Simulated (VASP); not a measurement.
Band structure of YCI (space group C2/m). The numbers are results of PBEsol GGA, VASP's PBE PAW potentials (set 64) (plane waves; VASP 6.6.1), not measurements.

Without a dispersion term in the relaxation, distances and binding between the weakly bound layers, chains or molecules are unreliable, and so is what depends on them. Unless said otherwise, spin-orbit coupling is left out, though it shifts the bands of the heavy elements here.

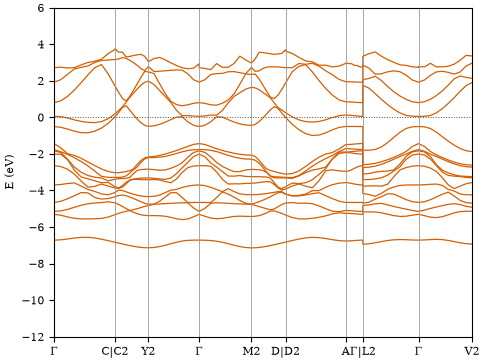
Fig. 1. Bands along high-symmetry lines, zero at the valence-band maximum or, without a gap, the Fermi level

Task: Read the plot: is there a gap, and where are the band edges?

Result: It has no gap at this level: it comes out as a metal or semimetal. (Edges off the drawn lines would not show.)

The structure comes from a computed database's YCI entry (C2/m); how it stands against other phases isn't given here. It was relaxed first.
